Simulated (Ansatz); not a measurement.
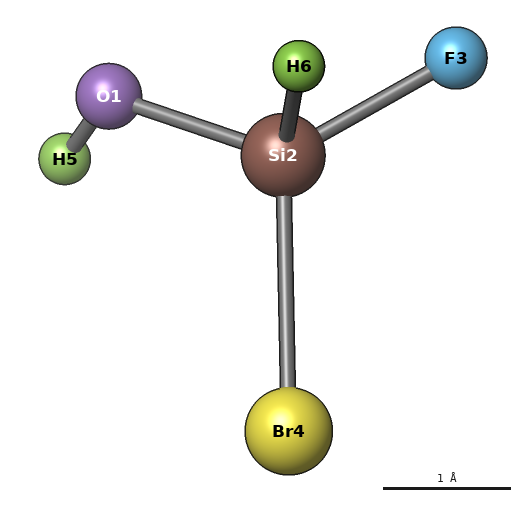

Simulated data, not a measurement (program: Ansatz).

Geometry: moved along internal coordinates away from the minimum.

Q: Describe the coordination of atom 1.

A: O1 has 2 neighbours (Si2 at 1.62, H5 at 0.96 Å); the arrangement is bent.

Q: Which bond is the longest?

A: Si2–Br4, 2.205 Å.
